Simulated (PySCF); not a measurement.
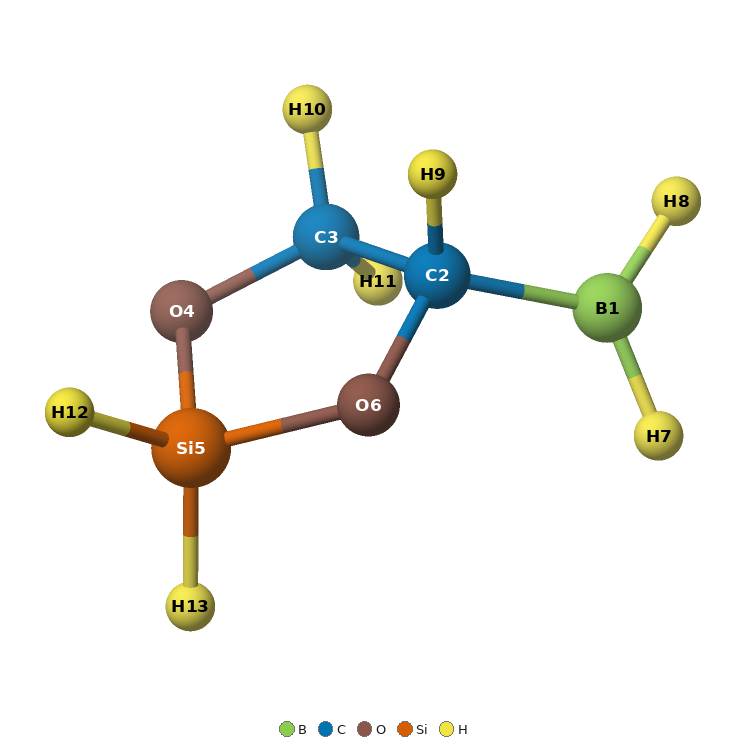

The computed structure is the end point of a GFN2-xTB optimisation. No frequency run is at hand to confirm it as a minimum. Electric field gradients from the ground-state density, PBE0/pcSseg-1 (PySCF 2.14.0), non-relativistic apart from any core potentials.

Give the largest field-gradient component, the quadrupole coupling constant and the asymmetry for 11B at B1 (Q = 40.59 mb), 17O at O4 (Q = −25.6 mb), 17O at O6 (Q = −25.6 mb), 2H at H7 (Q = 2.86 mb), 2H at H8 (Q = 2.86 mb).

```csv
atom,V_zz (a.u.),e²qQ/h (MHz),η
B1,0.660,6.30,0.01
O4,1.744,−10.49,0.49
O6,1.744,−10.49,0.45
H7,0.246,0.166,0.14
H8,0.243,0.163,0.13
```

The geometry is semi-empirical. Around B, Si such bond lengths and angles can be off by a tenth of an ångström or more and by several degrees, and values that hang on the shape move with them.
